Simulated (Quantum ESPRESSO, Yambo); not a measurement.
# MgH2 (P4_2/mnm): G0W0 in Yambo against the bands, part 2 of 2

Aim: move the bands of a G0W0 run on MgH2 (P4_2/mnm) over a wide range.

Yambo 5.3.0; PBE and many-body steps on it, plane waves. Known limits of the many-body steps: not at the basis limit; coarse k mesh.

So far. Step 4 (112 bands): Against the run before, the gap moves by +0.054 eV.

### 5. 195 bands

Level of this step: G0W0 on PBE, plane waves, norm-conserving pseudopotentials (Yambo).

File gw4.in:

```
HF_and_locXC
gw0
dyson
ppa
em1d
rim_cut
RandQpts= 1000000
RandGvec= 1 RL
EXXRLvcs= 76 Ry
VXCRLvcs= 304 Ry
Chimod= "HARTREE"
% BndsRnXp
 1 | 195 |
%
NGsBlkXp= 12 Ry
% LongDrXp
 1 | 1 | 1 |
%
% GbndRnge
 1 | 195 |
%
DysSolver= "n"
ExtendOut
PPAPntXp= 27.21138 eV
% QPkrange
 4 | 4 | 11 | 14 |
 18 | 18 | 11 | 14 |
 21 | 21 | 11 | 14 |
 1 | 1 | 11 | 14 |
%
```

Launch:

```sh
$ OMP_NUM_THREADS=2 mpirun -n 4 yambo -F gw4.in -J gw4 -C gw4 > gw4.log
```

Output:

```text
 Yambo, version 5.3.0

 [02] CORE Variables Setup
 =========================

  [... cell, symmetries and grids as in the set-up ...]

  [02.05] Energies & Occupations
  ==============================

  [X] === General ===
  [X] Electronic Temperature                        :  0.000000  0.000000 [eV K]
  [X] Bosonic    Temperature                        :  0.000000  0.000000 [eV K]
  [X] Finite Temperature mode                       : no
  [X] El. density                                   :  0.38947E+24 [cm-3]
[...]
QP @ state[ 3 ] b range                          :  11  14
   QP @ state[ 4 ] K range                          :  21  21
   QP @ state[ 4 ] b range                          :  11  14
   GF energies kind                                 : Perdew, Burke & Ernzerhof(X)+Perdew, Burke & Ernzerhof(C)
   GF WF`s kind                                     : Perdew, Burke & Ernzerhof(X)+Perdew, Burke & Ernzerhof(C)
   Xs energies kind                                 : Perdew, Burke & Ernzerhof(X)+Perdew, Burke & Ernzerhof(C)
   Xs WF`s kind                                     : Perdew, Burke & Ernzerhof(X)+Perdew, Burke & Ernzerhof(C)

 [11] Game Over & Game summary
```

Wall time 5 min (4 MPI ranks of AMD EPYC 7R43, shared host); peak memory 2.5 GiB.

Numbers from this step:

```yaml
g0w0_gap_on_the_mesh: 5.961 eV
starting_gap_on_the_mesh: 3.895 eV
k_of_the_valence_top: 0, 0.25, 0
k_of_the_conduction_bottom: -0.5, -0.5, -0.5
least_direct_g0w0_gap_on_the_computed_points: 6.765 eV
```

Against the run before, the gap moves by +0.045 eV.

### 6. 295 bands

gw5.in, as its differences from gw4.in of step 5:

```diff
@@ -12,3 +12,3 @@
 % BndsRnXp
- 1 | 195 |
+ 1 | 295 |
 %
@@ -19,3 +19,3 @@
 % GbndRnge
- 1 | 195 |
+ 1 | 295 |
 %
```

Launch:

```sh
$ OMP_NUM_THREADS=2 mpirun -n 4 yambo -F gw5.in -J gw5 -C gw5 > gw5.log
```

Output:

```text
 Yambo, version 5.3.0

 [02] CORE Variables Setup
 =========================

  [... cell, symmetries and grids as in the set-up ...]

  [02.05] Energies & Occupations
  ==============================

  [X] === General ===
  [X] Electronic Temperature                        :  0.000000  0.000000 [eV K]
  [X] Bosonic    Temperature                        :  0.000000  0.000000 [eV K]
  [X] Finite Temperature mode                       : no
  [X] El. density                                   :  0.38947E+24 [cm-3]
[...]
QP @ state[ 3 ] b range                          :  11  14
   QP @ state[ 4 ] K range                          :  21  21
   QP @ state[ 4 ] b range                          :  11  14
   GF energies kind                                 : Perdew, Burke & Ernzerhof(X)+Perdew, Burke & Ernzerhof(C)
   GF WF`s kind                                     : Perdew, Burke & Ernzerhof(X)+Perdew, Burke & Ernzerhof(C)
   Xs energies kind                                 : Perdew, Burke & Ernzerhof(X)+Perdew, Burke & Ernzerhof(C)
   Xs WF`s kind                                     : Perdew, Burke & Ernzerhof(X)+Perdew, Burke & Ernzerhof(C)

 [11] Game Over & Game summary
```

Elapsed: 7.2 min, on 4 MPI ranks; peak memory 3.3 GiB.

Numbers from this step:

| Item | Value |
| --- | --- |
| G0W0 gap on the mesh | 5.972 eV |
| starting gap on the mesh | 3.895 eV |
| k of the valence top | 0, 0.25, 0 |
| k of the conduction bottom | -0.5, -0.5, -0.5 |
| least direct G0W0 gap on the computed points | 6.771 eV |

Against the run before, the gap moves by +0.011 eV.

### 7. 407 bands

gw6.in, as its differences from gw5.in of step 6:

```diff
@@ -12,3 +12,3 @@
 % BndsRnXp
- 1 | 295 |
+ 1 | 407 |
 %
@@ -19,3 +19,3 @@
 % GbndRnge
- 1 | 295 |
+ 1 | 407 |
 %
```

Launch:

```sh
$ OMP_NUM_THREADS=2 mpirun -n 4 yambo -F gw6.in -J gw6 -C gw6 > gw6.log
```

Output:

```text
 Yambo, version 5.3.0

 [02] CORE Variables Setup
 =========================

  [... cell, symmetries and grids as in the set-up ...]

  [02.05] Energies & Occupations
  ==============================

  [X] === General ===
  [X] Electronic Temperature                        :  0.000000  0.000000 [eV K]
  [X] Bosonic    Temperature                        :  0.000000  0.000000 [eV K]
  [X] Finite Temperature mode                       : no
  [X] El. density                                   :  0.38947E+24 [cm-3]
[...]
QP @ state[ 3 ] b range                          :  11  14
   QP @ state[ 4 ] K range                          :  21  21
   QP @ state[ 4 ] b range                          :  11  14
   GF energies kind                                 : Perdew, Burke & Ernzerhof(X)+Perdew, Burke & Ernzerhof(C)
   GF WF`s kind                                     : Perdew, Burke & Ernzerhof(X)+Perdew, Burke & Ernzerhof(C)
   Xs energies kind                                 : Perdew, Burke & Ernzerhof(X)+Perdew, Burke & Ernzerhof(C)
   Xs WF`s kind                                     : Perdew, Burke & Ernzerhof(X)+Perdew, Burke & Ernzerhof(C)

 [11] Game Over & Game summary
```

The job ended after 9.6 min (4 MPI ranks; peak memory 4.1 GiB).

This step gave:

| Quantity | Value |
| --- | --- |
| G0W0 gap on the mesh | 5.973 eV |
| starting gap on the mesh | 3.895 eV |
| k of the valence top | 0, 0.25, 0 |
| k of the conduction bottom | -0.5, -0.5, -0.5 |
| least direct G0W0 gap on the computed points | 6.770 eV |

Against the run before, the gap moves by +0.001 eV.

### 8. Side by side

Times are wall times on 4 MPI ranks of AMD EPYC 7R43, shared host, good to a factor of about two.

| run | mesh | bands | screening cutoff (eV) | DFT gap (eV) | gap on the mesh (eV) | direct (eV) | time |
| --- | --- | --- | --- | --- | --- | --- | --- |
| 34 bands | 4×4×4 | 34 | 163.3 | 3.895 | 5.834 | 6.668 | 45 s |
| 61 bands | 4×4×4 | 61 | 163.3 | 3.895 | 5.862 | 6.691 | 91 s |
| 112 bands | 4×4×4 | 112 | 163.3 | 3.895 | 5.915 | 6.736 | 2.7 min |
| 195 bands | 4×4×4 | 195 | 163.3 | 3.895 | 5.961 | 6.765 | 5 min |
| 295 bands | 4×4×4 | 295 | 163.3 | 3.895 | 5.972 | 6.771 | 7.2 min |
| 407 bands | 4×4×4 | 407 | 163.3 | 3.895 | 5.973 | 6.770 | 9.6 min |

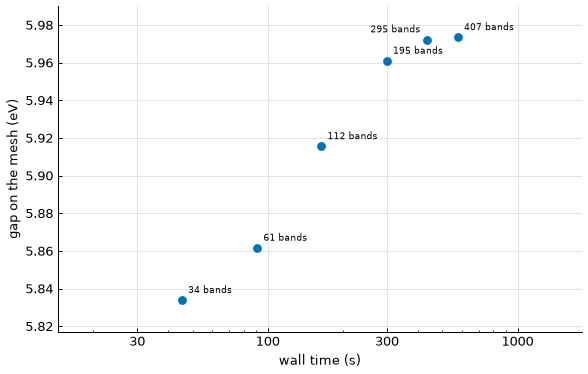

Result against wall time.

### 9. Results

```yaml
34_bands: 5.834 eV
61_bands: 5.862 eV
112_bands: 5.915 eV
195_bands: 5.961 eV
295_bands: 5.972 eV
407_bands: 5.973 eV
known_limits: not at the basis limit; coarse k mesh
```

The setting moved: bands. From 34 bands to 407 bands the gap moves by +0.14 eV, for 13 times the time. It holds to 0.03 eV from 195 bands on. Bands and screening cutoff are coupled, so a series along one setting does not show full convergence. Bands and cutoff are finite, so the gap is not at the basis limit. The miss can reach some tenths of an eV and take either sign; the mesh is an error of its own. A denser mesh or path gives a starting gap of 3.76 eV: the GW mesh misses a band edge, so its gaps are not the fundamental one. The 4×4×4 mesh is coarse for this cell, which bears on the long-range parts of exchange and screening.

[Paths, hosts, dates, memory and timing lines, banners, echoed tables and standing remarks are left out of the program output.]

[Logs are printed without paths, hosts, clocks, repeated set-up lines and the standing remarks that a program may print on its own settings, such as how far it seeks lower states.]

[Runs of the session that timed out or met a known fault of the program may be left out.]

[Hosts, paths, dates, database ids (printed as entryN), source tags and the programs' standing remarks are cut or masked in the printed files.]
